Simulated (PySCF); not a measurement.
B(F)(Me)(SiMe3), C₄H₁₂BFSi, SMILES CB(F)[Si](C)(C)C at its GFN2-xTB optimised geometry (Å):

```
19

B      0.6706     1.4284     0.0000
F      0.1099     2.6335     0.0000
C      2.2509     1.4284     0.0000
H      2.6958     0.4386     0.0246
H      2.6329     1.9917     0.8516
H      2.6274     1.9448    -0.8834
Si    -0.5252    -0.1676    -0.0290
C      0.3751    -1.7872     0.4577
C     -1.2456    -0.4495    -1.7861
C     -2.0181     0.0210     1.1585
H     -0.3044    -2.6335     0.4546
H      1.1807    -2.0154    -0.2336
H      0.8079    -1.7209     1.4516
H     -0.4588    -0.6253    -2.5141
H     -1.8142     0.4131    -2.1212
H     -1.9093    -1.3087    -1.8068
H     -2.5861     0.9185     0.9314
H     -1.6964     0.0931     2.1938
H     -2.6958    -0.8246     1.0845
```

Method: CAM-B3LYP/def2-SVP run with PySCF. Cells within 0.4 Å of a nucleus heavier than hydrogen are left out (blank, or x).

Map of the log10 of the electron density (e/bohr³), floored at −4 on the plane z = 0.0 Å:

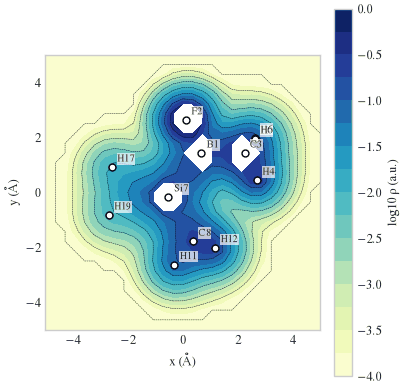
Figure: Log10 of the electron density (e/bohr³), floored at −4 on the plane z = 0.0 Å.
